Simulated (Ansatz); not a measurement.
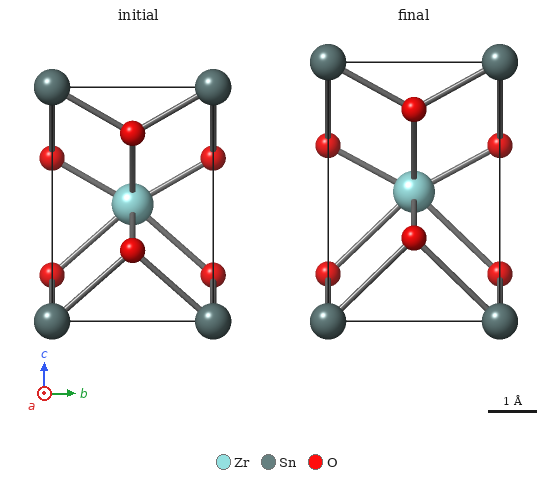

The structure of solid ZrSnO$_{4}$ (built on the tetragonal host type) before (left) and after (right) a relaxation, at one scale.

A ball-and-stick model of the cell of the calculation, seen along the a axis.

Theory: DFT, PBE, plane waves, PAW (Ansatz 0.2.0).

The input:
```yaml
crystal:
  lattice:
    - [3.38335293, 0.0, 0.0]
    - [0.0, 3.38335293, 0.0]
    - [0.0, 0.0, 4.91796984]
  atoms:
    - { symbol: Zr, position: [0.5, 0.5, 0.5] }
    - { symbol: Sn, position: [0.0, 0.0, 0.0] }
    - { symbol: O, position: [0.5, 0.0, 0.69720788] }
    - { symbol: O, position: [0.0, 0.5, 0.80279212] }
    - { symbol: O, position: [0.0, 0.5, 0.30279212] }
    - { symbol: O, position: [0.5, 0.0, 0.19720788] }
kpoints:
  mp_grid: { grid: [8, 8, 6] }
hamiltonian:
  xc: pbe
scf:
  occupations: { method: fermi_dirac, width: 0.02 }
relax:
  f_tol: 0.005
  cell: {}
```

Command:
```bash
ansatz run input.yaml --threads 4 --pin off --max-ram 6451MiB --backend cpu --events-out ev --progress --plain --runs-dir out
```

**Describe what moved and what it gained.**

Over 10 accepted moves (13 points after the start) the energy falls by 393 meV per atom. The largest force component goes from 0.95 to 0.00029 eV/Å. The pressure goes from 67.65 to −0.01 GPa. At 3 points the geometry stayed and the basis and grid were re-selected for the new cell (energy shift of 34.7 meV per atom at most each time). The largest moves relative to the cell, 0.10 Å, are those of O3 and O5. O5 goes along +c. Zr and Sn stay in place. The drawn cell changes as follows: a = b 3.383 → 3.609 Å (+6.7 %), c 4.918 → 5.443 Å (+10.7 %); the volume changes by +26.0 %. Some distances before and after: Sn2–O3 2.254 → 2.514 Å, Zr1–O4 2.254 → 2.498 Å, Zr1–Zr1 3.383 → 3.609 Å, Sn2–O4 1.950 → 2.060 Å. Bond angles that change, for instance: Sn2–O3–Sn2 97.3° → 91.8°, Zr1–O6–Zr1 97.3° → 92.5°, Zr1–O3–Zr1 120.3° → 123.4°. The space group stays P-4m2 (No. 115).
